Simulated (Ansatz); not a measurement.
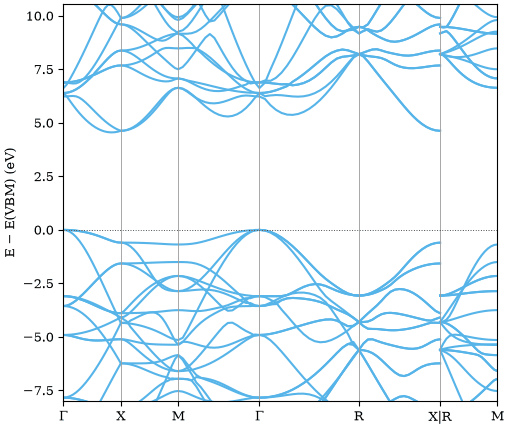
Fig. 1. Band structure from DFT-PBE in the program Ansatz with PAW potentials

Q: Read off the gap and where the band edges lie.

A: About 4.6 eV (4.55 eV by a search for the band edges); maximum at Γ, minimum on the Γ–X line, 84 % of the way from Γ.

The material is BN in space group Pm-3n (No. 223; B on 6c, N on 6d).

The start of the workflow was typed in or built on a structure type; neither database checked (COD, Materials Project) lists it. It is not the phase usual at ambient conditions (space group No. 186, 194, 216). Symmetry was held in the PBE relaxation; whether a distortion lowers the energy is not shown.

Potentials: the later of the program's two PAW sets.
